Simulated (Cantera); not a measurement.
Charge: 1 mol HI, 3.1 mol H2, at 1623.15 K.

Cantera equilibrium calculation (NASA polynomials, part measured and part estimated; ideal gas, pure solids and liquids). Candidate condensed phases: I2; 5 gas species. The ideal-gas law is rough above about 30 bar. Kinetics and transport are ignored.

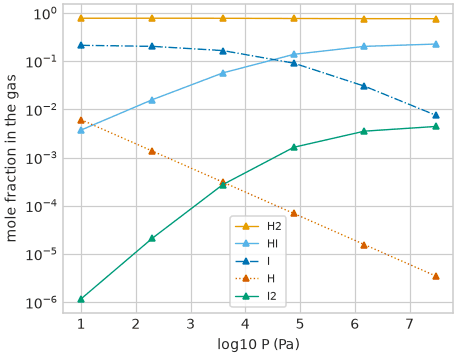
Fig. 1. Equilibrium gas composition (values under 1e-9 drawn at 1e-9)

### Question
Read off the mole fractions at 0.770 bar.

### Answer
H2 about 0.77, HI about 0.14, I about 0.091, I2 about 0.0016, H about 6.9e-5.
